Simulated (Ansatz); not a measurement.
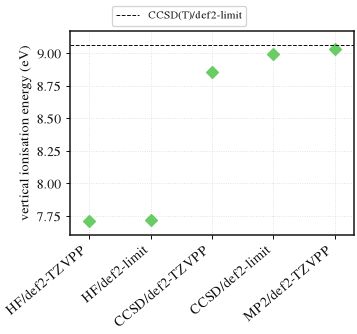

Vertical ionisation energy of C₃H₆O (enol tautomer), SMILES C/C=C/O, taken as the energy of the cation less that of the neutral at fixed geometry (unrestricted doublet cation, cores frozen in correlated methods, no spin-orbit coupling), the Ansatz code 0.2.0, at a PBE0-D4/def2-TZVP geometry (a minimum by its frequencies). Limit means an estimate of the basis limit from triple and quadruple zeta; for coupled cluster it is either extrapolated directly or built as the MP2 limit plus the step from MP2 in triple zeta. The distance of CCSD/def2-TZVPP and MP2/def2-TZVPP to the limit includes basis error.

### Which level comes closest to the line (CCSD(T)/def2-limit), and which misses most?

Closest MP2/def2-TZVPP (9.03 eV), against 9.06 eV; farthest HF/def2-TZVPP (7.72 eV).

### What range do the values span, the line included?

From 7.72 eV (HF/def2-TZVPP) to 9.06 eV (CCSD(T)/def2-limit).
